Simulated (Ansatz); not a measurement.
**GeF− (singlet): the correlation ladder, aug-cc-pVTZ**

How much of the correlation energy of GeF− (singlet) does each wave-function method recover here?

Method: aug-cc-pVTZ, core rule «outside noble gas», up to 15 orbitals frozen; program: Ansatz 0.2.0, Gaussian basis.

To be run: UHF; CCSD(T) on RHF; CCSD(T) on UHF; BCCD(T) on RHF; CCSDT(Q) on RHF; CCSDT(Q) on UHF.

9 further runs of the same task are left out: 3 for a known fault of the program, 6 set aside as unsound or not needed. Runs told in other sessions of the task aren't counted.

**1. What is computed**

The geometry is a PBE0/def2-TZVPD stationary point (not a proven minimum) of the parent state, kept for this charge and spin. No spin-orbit coupling is included. The filled d shell of Ge may be among the frozen orbitals whatever the setting's name suggests.

2 atoms, charge -1, spin multiplicity 1.

Atoms are counted from 1 here; the program's logs count them from 0.

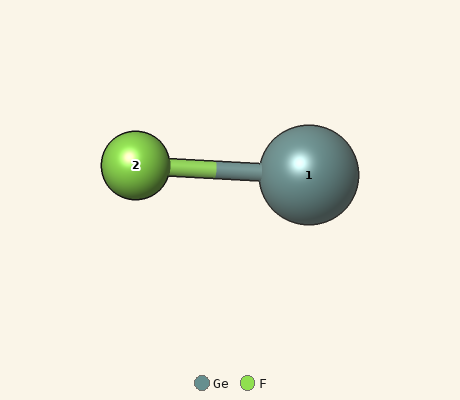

The structure; germanium teal, fluorine green; atoms are numbered from 1 in the order of the file.

In the tables R marks a restricted determinant and U an unrestricted one; energies count from the table's Hartree-Fock row.

**2. UHF**

The input, in.yaml:

```yaml
crystal:
  periodic: [false, false, false]
  atoms:
    - {symbol: Ge, position_ang: [0.000000, 0.000000, 0.000000]}
    - {symbol: F, position_ang: [0.000000, 0.000000, 1.862700]}
basis:
  gaussian: {orbitals: aug-cc-pVTZ}
total_charge: -1
magnetization: {spin_polarized: true, initial_magnetization: 0}
hamiltonian: {xc: hf}
output: {orbitals: {seedname: orbitals}}
```

Launch:

```
ansatz run in.yaml --threads 1 --pin off --events-out ev --progress --plain --max-ram 4096MiB --backend cpu
```

The log of the run:

```text
Functional definition: HF
  name "HF"
  cite "Fock, Z. Phys. 61, 126 (1930) doi:10.1007/BF01340294"
  parent pbe
  exchange = exact_x
  correlation = 0
791 factors; their error is unknown
mean field evaluation 1: about -59176.7814 eV, gradient 2.4e1 eV
mean field evaluation 2: about -59179.0521 eV, gradient 2.1e1 eV
mean field evaluation 4: about -59180.1071 eV, gradient 9.5e-1 eV
mean field evaluation 8: about -59180.1258 eV, gradient 3.2e-2 eV
mean field evaluation 16: about -59177.8057 eV, gradient 2.5e1 eV
mean field evaluation 32: about -59181.1660 eV, gradient 1.1e0 eV
mean field evaluation 64: about -59173.0493 eV, gradient 1.2e1 eV
mean field evaluation 96: about -59179.1004 eV, gradient 6.0e0 eV
mean field evaluation 128: about -59169.5086 eV, gradient 1.3e1 eV
mean field -59182.23394827 eV, -2174.9069824399 hartree, gradient 5.0e-6 eV, S^2 1.038102; 3 other end points of the search recorded, 0 dependent functions left out
reference -59182.23394827 eV, -2174.9069824399 hartree; 21, 21 occupied and 84, 84 virtual orbitals, 791 factors
Total energy: -59182.23394827 eV, -2174.9069824399 hartree
```

It took 8.5 s on 1 thread of AMD EPYC 7R13, shared host.

From the report: ⟨S²⟩ of the determinant 1.038 (pure singlet: 0.00). The determinant of HF (⟨S²⟩ 1.04) is far from a pure spin state, so its energy mixes those of several spin states; that is harmless only where they are near-degenerate.

The unrestricted solution breaks the spin symmetry, so the restricted determinant is unstable here.

**3. CCSD(T) on RHF**

Changes to in.yaml since step 2:

```diff
@@ -8,4 +8,4 @@
 total_charge: -1
-magnetization: {spin_polarized: true, initial_magnetization: 0}
-hamiltonian: {xc: hf}
-output: {orbitals: {seedname: orbitals}}
+magnetization: {spin_polarized: false}
+correlation: {method: ccsd_t, electrons: outside_noble_gas}
+output: {forces: true}
```

The command is unchanged.

The log of the run (excerpt; [...] marks lines left out):

```text
Functional definition: HF
  name "HF"
  cite "Fock, Z. Phys. 61, 126 (1930) doi:10.1007/BF01340294"
  parent pbe
[...]
671 factors; integrals over basis functions are off by at most 1.1e-3 eV
[...]
mean field -59181.16827437 eV, -2174.8678196465 hartree, gradient 2.4e-6 eV, S^2 0.000000; 4 other end points of the search recorded, 0 dependent functions left out; unrestricted orbitals would lower it
[...]
unrestricted determinant -59182.23435598 eV, -2174.9069974231 hartree, S^2 1.0381
15 core orbitals not correlated: weight in the atoms' cores, before any rotation towards them, 0.973 or more for the frozen orbitals, at most 0.037 for the correlated occupied ones
reference -59181.16827437 eV, -2174.8678196465 hartree; 6, 6 occupied and 84, 84 virtual orbitals, 671 factors
second order -9.90322087 eV of doubles, -0.00000000 eV of singles
cycle   1  -9.83806725 eV  change    6.5e-2 eV  update   1.0e-1
[...]
cycle  17  -10.24646341 eV  change    1.6e-6 eV  update   1.5e-6
perturbative correction -0.42579419 eV, -0.0156476479 hartree
[...]
Total energy: -59191.84053197 eV, -2175.2600178793 hartree
Atom 0 at     0.000000     0.000000     0.000000 Å, force     0.000000     0.000000     0.339133 eV/Å
Atom 1 at     0.000000     0.000000     1.862700 Å, force    -0.000000    -0.000000    -0.339133 eV/Å
Dipole moment:    -0.000000     0.000000     0.016252 e Å
```

Wall time 19 s (1 thread of AMD EPYC 7R13, shared host); peak memory 0.46 GiB.

From the report: correlation -10.6723 eV; T1 0.018; largest double amplitude 0.11.

**4. CCSD(T) on UHF**

Changes to in.yaml since step 3:

```diff
@@ -8,3 +8,3 @@
 total_charge: -1
-magnetization: {spin_polarized: false}
+magnetization: {spin_polarized: true, initial_magnetization: 0}
 correlation: {method: ccsd_t, electrons: outside_noble_gas}
```

Launch:

```
ansatz run in.yaml --threads 2 --pin off --events-out ev --progress --plain --max-ram 24576MiB --backend cuda --devices 0, --max-vram 18GiB
```

The log of the run (excerpt; [...] marks lines left out):

```text
Functional definition: HF
  name "HF"
  cite "Fock, Z. Phys. 61, 126 (1930) doi:10.1007/BF01340294"
  parent pbe
[...]
671 factors; integrals over basis functions are off by at most 1.1e-3 eV
[...]
mean field -59182.23435598 eV, -2174.9069974231 hartree, gradient 2.3e-6 eV, S^2 1.038102; 14 other end points of the search recorded, 0 dependent functions left out
determinant -59182.23435598 eV, -2174.9069974231 hartree, with singles and doubles -59191.98611564 eV, -2175.2653679805 hartree
determinant -59180.68345132 eV, -2174.8500027282 hartree, with singles and doubles -59190.34488270 eV, -2175.2050537825 hartree
determinant -59180.06213635 eV, -2174.8271698240 hartree, with singles and doubles -59189.81144453 eV, -2175.1854502912 hartree
determinant -59179.82916565 eV, -2174.8186083086 hartree, with singles and doubles -59189.52014767 eV, -2175.1747453293 hartree
[...]
15 core orbitals not correlated: weight in the atoms' cores, before any rotation towards them, 0.958 or more for the frozen orbitals, at most 0.043 for the correlated occupied ones
reference -59182.23435598 eV, -2174.9069974231 hartree; 6, 6 occupied and 84, 84 virtual orbitals, 671 factors
second order -9.40328079 eV of doubles, -0.00000000 eV of singles
cycle   1  -9.69322782 eV  change   -6.5e-1 eV  update   2.7e-2
[...]
cycle  18  -9.72727111 eV  change   -3.1e-7 eV  update   9.1e-7
perturbative correction -0.39757602 eV, -0.0146106493 hartree
WARN: the results are in doubt because among natural orbitals full CI differs from the method by +0.291 eV
[...]
Total energy: -59192.35920311 eV, -2175.2790786922 hartree
Atom 0 at     0.000000     0.000000     0.000000 Å, force     0.000000    -0.000000     0.146837 eV/Å
Atom 1 at     0.000000     0.000000     1.862700 Å, force    -0.000000     0.000000    -0.146837 eV/Å
Dipole moment:    -0.000000    -0.000000    -0.019076 e Å
In doubt: among natural orbitals full CI differs from the method by +0.291 eV
```

It took 17 s on 1 × H100 (card shared with other runs) with 2 threads of AMD EPYC 7R13, shared host; peak host memory 0.96 GiB.

From the report: ⟨S²⟩ of the determinant 1.038 (pure singlet: 0.00); correlation -10.1248 eV; T1 0.020; largest double amplitude 0.11. The determinant of CCSD(T) (⟨S²⟩ 1.04) is far from a pure spin state, so its energy mixes those of several spin states; high orders of coupled cluster remove much of that, low ones don't. Mind the lines of doubt at the end of the log.

**5. BCCD(T) on RHF**

The input, in.yaml:

```yaml
crystal:
  periodic: [false, false, false]
  atoms:
    - {symbol: Ge, position_ang: [0.000000, 0.000000, 0.000000]}
    - {symbol: F, position_ang: [0.000000, 0.000000, 1.862700]}
basis:
  gaussian: {orbitals: aug-cc-pVTZ}
total_charge: -1
magnetization: {spin_polarized: false}
correlation: {method: bccd_t, electrons: outside_noble_gas}
```

Launch:

```
ansatz run in.yaml --threads 1 --pin off --events-out ev --progress --plain --max-ram 4096MiB --backend cpu
```

The log of the run (excerpt; [...] marks lines left out):

```text
Functional definition: HF
  name "HF"
  cite "Fock, Z. Phys. 61, 126 (1930) doi:10.1007/BF01340294"
  parent pbe
[...]
671 factors; integrals over basis functions are off by at most 1.1e-3 eV
[...]
mean field -59181.16827437 eV, -2174.8678196465 hartree, gradient 2.4e-6 eV, S^2 0.000000; 4 other end points of the search recorded, 0 dependent functions left out; unrestricted orbitals would lower it
[...]
unrestricted determinant -59182.23435598 eV, -2174.9069974231 hartree, S^2 1.0381
15 core orbitals not correlated: weight in the atoms' cores, before any rotation towards them, 0.973 or more for the frozen orbitals, at most 0.037 for the correlated occupied ones
reference -59181.16827437 eV, -2174.8678196465 hartree; 6, 6 occupied and 84, 84 virtual orbitals, 671 factors
second order -9.90322087 eV of doubles, -0.00000000 eV of singles
cycle   1  -9.81568761 eV  change    8.8e-2 eV  update   1.0e-1
[...]
cycle  16  -10.21309493 eV  change   -2.5e-7 eV  update   2.9e-6
perturbative correction -0.46633457 eV, -0.0171374795 hartree
Total energy: -59191.84770387 eV, -2175.2602814419 hartree
```

Run time: 8.5 s. Hardware: 1 thread of AMD EPYC 7R13, shared host; peak memory 0.36 GiB.

From the report: correlation -10.6794 eV; largest double amplitude 0.12.

**6. CCSDT(Q) on RHF**

Changes to in.yaml since step 5:

```diff
@@ -9,2 +9,2 @@
 magnetization: {spin_polarized: false}
-correlation: {method: bccd_t, electrons: outside_noble_gas}
+correlation: {method: ccsdt_q, electrons: outside_noble_gas}
```

Launch:

```
ansatz run in.yaml --threads 2 --pin off --events-out ev --progress --plain --max-ram 24576MiB --backend cuda --devices 0, --max-vram 18GiB
```

The log of the run (excerpt; [...] marks lines left out):

```text
Functional definition: HF
  name "HF"
  cite "Fock, Z. Phys. 61, 126 (1930) doi:10.1007/BF01340294"
  parent pbe
[...]
1165 factors; integrals over basis functions are off by at most 1.7e-7 eV
[...]
mean field -59181.16831458 eV, -2174.8678211241 hartree, gradient 2.3e-6 eV, S^2 0.000000; 4 other end points of the search recorded, 0 dependent functions left out; unrestricted orbitals would lower it
[...]
unrestricted determinant -59182.23439651 eV, -2174.9069989123 hartree, S^2 1.0381
15 core orbitals not correlated: weight in the atoms' cores, before any rotation towards them, 0.973 or more for the frozen orbitals, at most 0.037 for the correlated occupied ones
reference -59181.16831458 eV, -2174.8678211241 hartree; 6, 6 occupied and 84, 84 virtual orbitals, 1165 factors
second order -9.90324674 eV of doubles, -0.00000000 eV of singles
cycle   1  -9.83807336 eV  change    6.5e-2 eV  update   1.2e-1
[...]
cycle  27  -10.78655704 eV  change    2.9e-7 eV  update   8.0e-7
perturbative correction -0.08283746 eV, -0.0030442207 hartree
Total energy: -59192.03770908 eV, -2175.2672640046 hartree
```

Wall time 13 s (1 × H100 (card shared with other runs) with 2 threads of AMD EPYC 7R13, shared host); peak host memory 0.79 GiB.

From the report: correlation -10.8694 eV; T1 0.019; largest double amplitude 0.41.

**7. CCSDT(Q) on UHF**

Changes to in.yaml since step 6:

```diff
@@ -8,3 +8,3 @@
 total_charge: -1
-magnetization: {spin_polarized: false}
+magnetization: {spin_polarized: true, initial_magnetization: 0}
 correlation: {method: ccsdt_q, electrons: outside_noble_gas}
```

Same command.

The log of the run (excerpt; [...] marks lines left out):

```text
Functional definition: HF
  name "HF"
  cite "Fock, Z. Phys. 61, 126 (1930) doi:10.1007/BF01340294"
  parent pbe
[...]
1165 factors; integrals over basis functions are off by at most 1.7e-7 eV
[...]
mean field -59182.23439651 eV, -2174.9069989124 hartree, gradient 1.7e-6 eV, S^2 1.038102; 13 other end points of the search recorded, 0 dependent functions left out
determinant -59182.23439651 eV, -2174.9069989124 hartree, with singles and doubles -59191.98578539 eV, -2175.2653558439 hartree
determinant -59180.68349309 eV, -2174.8500042631 hartree, with singles and doubles -59190.34459282 eV, -2175.2050431294 hartree
determinant -59180.06217829 eV, -2174.8271713653 hartree, with singles and doubles -59189.81007972 eV, -2175.1854001355 hartree
determinant -59179.82920618 eV, -2174.8186097980 hartree, with singles and doubles -59189.51909888 eV, -2175.1747067869 hartree
determinant -59181.16831458 eV, -2174.8678211241 hartree, with singles and doubles -59191.47163686 eV, -2175.2464612342 hartree
15 core orbitals not correlated: weight in the atoms' cores, before any rotation towards them, 0.958 or more for the frozen orbitals, at most 0.043 for the correlated occupied ones
reference -59182.23439651 eV, -2174.9069989124 hartree; 6, 6 occupied and 84, 84 virtual orbitals, 1165 factors
second order -9.40329644 eV of doubles, -0.00000000 eV of singles
cycle   1  -9.33308270 eV  change    7.0e-2 eV  update   1.1e-1
[...]
cycle  30  -10.28812968 eV  change   -3.6e-8 eV  update   1.7e-7
perturbative correction -0.08237415 eV, -0.0030271941 hartree
WARN: the results are in doubt because among natural orbitals full CI differs from the method by +0.530 eV
Total energy: -59192.60490034 eV, -2175.2881078987 hartree
In doubt: among natural orbitals full CI differs from the method by +0.530 eV
```

It took 47 s on 1 × H100 (card shared with other runs) with 2 threads of AMD EPYC 7R13, shared host; peak host memory 1.4 GiB.

From the report: ⟨S²⟩ of the determinant 1.038 (pure singlet: 0.00); correlation -10.3705 eV; T1 0.020; largest double amplitude 0.48. The determinant of CCSDT(Q) (⟨S²⟩ 1.04) is far from a pure spin state, so its energy mixes those of several spin states; high orders of coupled cluster remove much of that, low ones don't. The program marks this result as in doubt; its last lines say why.

**8. Misses and costs**

No level here is safe as a reference; RCCSDT(Q) serves as a yardstick only. Rows without a time are mean-field rows or come out of runs for another level: lower rungs of the coupled-cluster runs, or the Hartree-Fock search. The times of RCCSD(T), UCCSD(T) include forces.

Differences are taken before rounding.

```
   method  energy from the lowest RHF (meV)  from RCCSDT(Q) (meV)        time
      RHF                               0.0              +10869.4            
      UHF                           -1066.1               +9803.4            
     RMP2                           -9903.2                +966.2            
     UMP2                          -10469.4                +400.1            
    RCCSD                          -10246.5                +623.0            
    UCCSD                          -10793.4                 +76.1            
 RCCSD(T)                          -10672.3                +197.2        19 s
 UCCSD(T)                          -11190.9                -321.5  17 s (GPU)
  BCCD(T)                          -10679.4                +190.0       8.5 s
   RCCSDT                          -10786.6                 +82.8            
   UCCSDT                          -11354.3                -484.8            
RCCSDT(Q)                          -10869.4                     0  13 s (GPU)
UCCSDT(Q)                          -11436.6                -567.2  47 s (GPU)
```

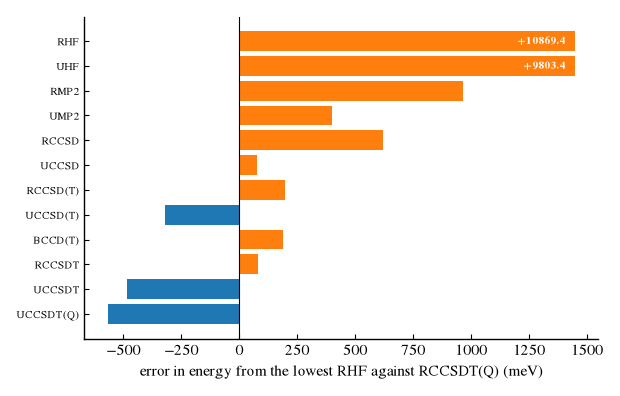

How far each level lands from RCCSDT(Q). Bars with a number in them are cut short.

Some runs used a GPU and others CPU threads alone; cost is compared among the CPU runs only.

The program flags UCCSD(T), UCCSDT(Q) as in doubt (see the logs), so read those rows with care; the flags are large difference.

**9. Outcome**

| quantity | value |
| --- | --- |
| RCCSDT(Q) from the RHF energy | -10.8694 eV |
| RMP2 from RCCSDT(Q) | +966.2 meV |
| UMP2 from RCCSDT(Q) | +400.1 meV |
| RCCSD from RCCSDT(Q) | +623.0 meV |
| RCCSD(T) from RCCSDT(Q) | +197.2 meV |
| UCCSD(T) from RCCSDT(Q) | -321.5 meV |
| UCCSDT(Q) from RCCSDT(Q) | -567.2 meV |
| T1 diagnostic | 0.018 |

RCCSD(T) lands +197.2 meV from the yardstick (1.8 % of the correlation energy). CCSD(T) misses by +197.2 meV on the restricted determinant and by -321.5 meV on the unrestricted one; the two need not hold the same state or core. Warnings: restricted reference is unstable; spin contamination.

The restricted and unrestricted ladders end 0.57 eV apart at CCSDT(Q), which points to two states or an unsound top rung; rows of one don't measure the error of the other.
